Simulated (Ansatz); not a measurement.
Converging the k-point mesh at a smearing width of 0.02 eV: Al (Fm-3m, 1 atom in the cell)

```yaml
crystal:
  lattice:
    - [0.00000, 2.03107, 2.03107]
    - [2.03107, 0.00000, 2.03107]
    - [2.03107, 2.03107, 0.00000]
  atoms:
    - { symbol: Al, position: [0.00000, 0.00000, 0.00000] }
```

Computed with PBEsol, PAW files made with PBE (plane waves; Ansatz, an electronic-structure program).

Base settings: basis.ecutwfc = 30.9 Ry; kpoints.mp_grid.grid = 14 14 14; hamiltonian.xc = pbesol; hamiltonian.pseudopotentials = {kind: paw} (the program's default PAW files); scf.occupations.method = gaussian; scf.occupations.width = 0.0073 Ry.

In this ladder: scf.occupations.width = 0.0015 Ry.

Only quantities that move along the ladder and can be compared are tabulated.

The count of work is k-points × plane waves × bands × iterations; it is no time. 

The starting cell has typed, rounded lattice constants, without a prior relaxation at this level. Its lattice was rescaled by up to half a per cent. Ansatz's pressure includes its estimate of the finite-basis (Pulay) stress.

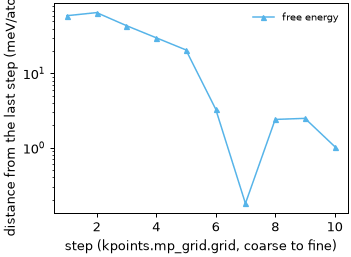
Distance from the last step along the ladder; very small values are drawn at a floor.

```tsv
kpoints.mp_grid.grid	free energy less the last step's (meV/atom)	pressure (GPa)	count of work / last
5 5 5	59.69	-0.89	0.010
6 6 6	-65.67	-2.18	0.017
7 7 7	-43.92	-3.46	0.021
9 9 9	30.17	-2.37	0.036
10 10 10	20.71	-2.94	0.049
13 13 13	3.32	-2.67	0.087
15 15 15	-0.18	-2.85	0.12
18 18 18	2.41	-2.54	0.20
22 22 22	-2.49	-2.62	0.34
27 27 27	-1.04	-2.75	0.58
33 33 33	0.00	-2.71	1.0
```

Coarsest kpoints.mp_grid.grid that holds the free energy within 5 meV/atom of the last step, with all finer ones: 13 13 13, at 0.087 of the last step's count of work; the step before is off by 21 meV/atom.

Coarsest kpoints.mp_grid.grid that holds the pressure within 0.2 GPa of the last step, with all finer ones: 13 13 13, at 0.087 of the last step's count of work; the step before is off by 0.23 GPa.

Keys are those of Ansatz 0.2.
